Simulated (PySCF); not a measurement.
# C₂H₁₀BNSi₂: what the fields show

The calculation's input:

```
{"job": {"kind": "uv", "xc": "B3LYP", "basis": "def2-SVPD", "nstates": 8, "ntriplets": 3}, "charge": 0, "multiplicity": 1}
B     -1.596987     0.941369     0.488843
Si     0.133922     1.803703     0.193670
C      1.214061     0.561149    -0.784635
C      1.171865    -0.845749    -0.186518
N     -0.128309    -1.470835    -0.352134
Si    -1.553412    -1.016784     0.517191
H     -2.596963     1.540216     0.611248
H      0.875396     2.077539     1.446686
H      0.197989     3.073278    -0.561362
H      2.253270     0.890589    -0.810046
H      0.876973     0.501910    -1.820887
H      1.460560    -0.794529     0.874503
H      1.917610    -1.470341    -0.690157
H     -0.047712    -2.437761    -0.620862
H     -1.595427    -1.576922     1.898301
H     -2.590436    -1.767887    -0.215252
```

Command:

```sh
OMP_NUM_THREADS=1 python probes_run.py task.json out
```

Geometry: GFN2-xTB.

The calculation used B3LYP/def2-SVPD, SCF density, gas phase (PySCF 2.14.0).

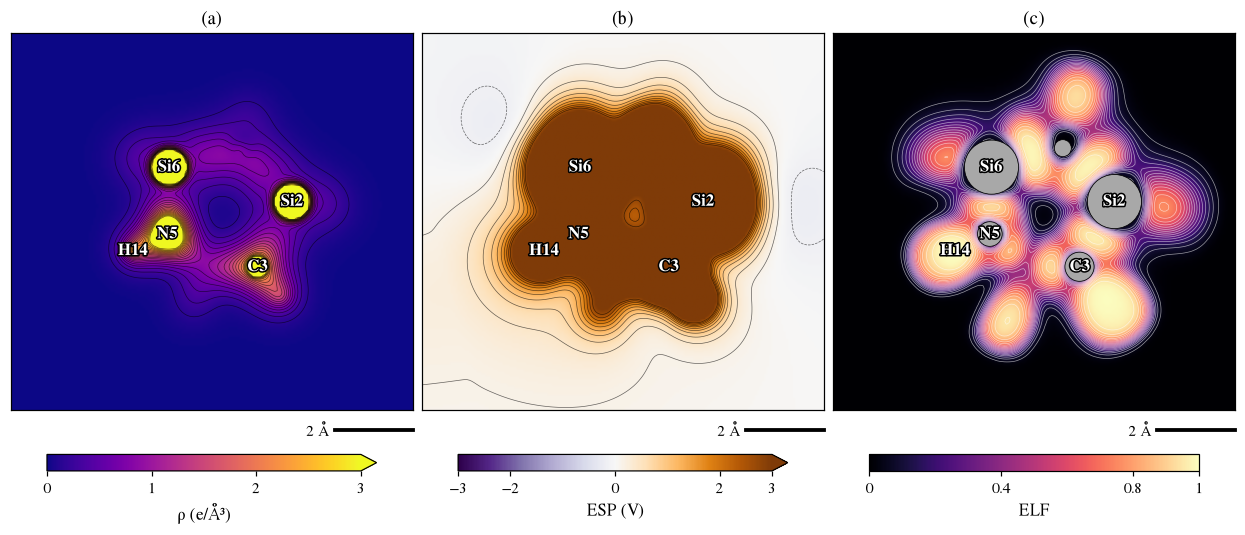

Figure 1. (a) electron density; (b) electrostatic potential; (c) electron localisation function on the plane of atoms Si6, N5 and H14. Grey discs cover the atomic cores in the ELF map.

Question: Interpret the plot.

Answer: The plane passes through Si, C, N and H nuclei. Si–N (1.73 Å): ρ is about 1.1 e/Å³ halfway; the ELF peaks at about 0.90 between the atoms: a shared but strongly polarised pair. C–Si (1.92 Å): ρ is about 0.91 e/Å³ halfway; the ELF peaks at about 0.95 between the atoms, as expected for a covalent bond. N–H (1.01 Å): ρ is about 2.8 e/Å³ halfway; the ELF climbs to about 1 towards the hydrogen, as it does in any bond to H; an ordinary covalent bond to hydrogen. The potential has no marked negative region in this plane.

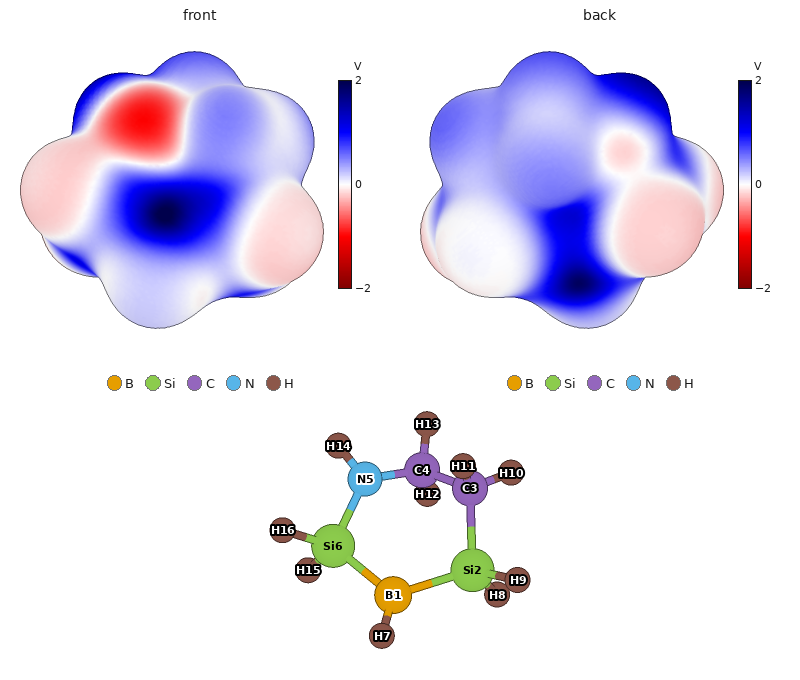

Figure 2. The electrostatic potential painted on the density surface at 0.002 e/bohr³, seen from the front and from behind; red is negative and blue positive. The bare structure is drawn below in the same view.

Question: Describe the electrostatic potential map.

Answer: The most negative region (about −0.9 V) lies over N5, the most positive (about +1.9 V) over B1.

Question: What dipole moment does the calculation give?

Answer: Its dipole moment is 0.82 D.
